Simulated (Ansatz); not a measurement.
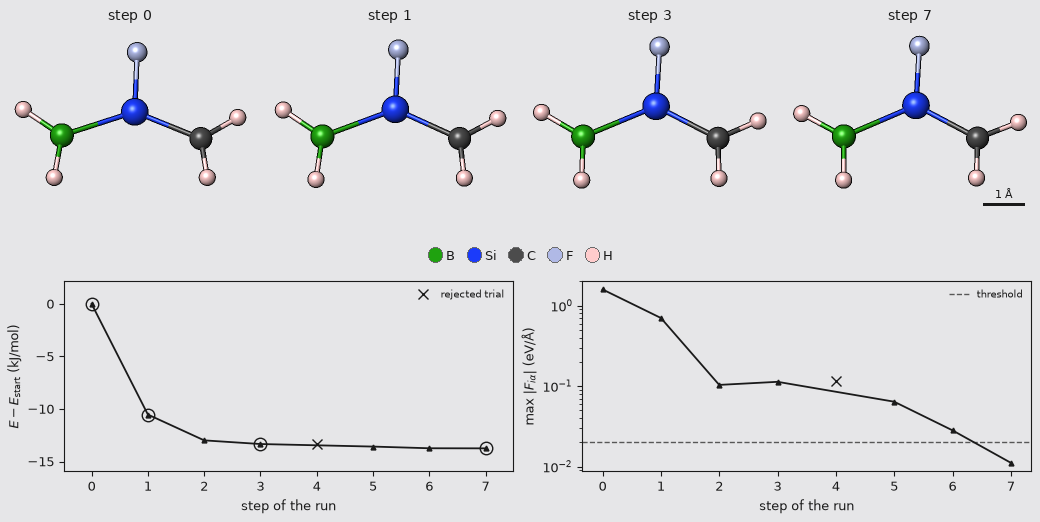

Frames of a relaxation of CH$_{4}$BFSi, marked on the history of the run. Style: ball-and-stick. Shown at a tilt.

The run prepares an end point of a later path (hydrogen shift) calculation, from a guessed geometry.

Theory: RKS BLYP/6-31G* (Ansatz). (no spin polarisation; force threshold 0.02 eV/Å; at most 50 steps)

Describe the path.

Answer. After 6 accepted moves (7 points after the start) the energy has fallen by 13.7 kJ/mol. Largest force component: 1.6 eV/Å at the start, 0.011 eV/Å at the end. The line search rejected the trial step at point 4 of the run. An H atom moves most after the best rigid fit: 0.26 Å. Largest moves by element: H 0.26 Å, F 0.18 Å, Si 0.18 Å, C 0.08 Å, B 0.06 Å. Some distances before and after: B–Si 1.905 → 1.967 Å, B–H 1.172 → 1.197 Å, C–Si 1.765 → 1.741 Å, C–H 1.076 → 1.095 Å. Bond angles that change, for instance: B–Si–C 135.6° → 123.4°, B–Si–F 112.7° → 119.3°, C–Si–F 111.7° → 117.2°. The run took 14 s on 1 thread of AMD EPYC 7R13 Processor (Zen 3), with other jobs on the host, peak memory 0.17 GiB. From step 0 to 1: F and H atoms move most (0.08 Å), energy −10.5 kJ/mol. From step 1 to 3: an H atom moves most (0.14 Å), energy −2.81 kJ/mol. From step 3 to 7: an H atom moves most (0.06 Å), energy −0.41 kJ/mol.
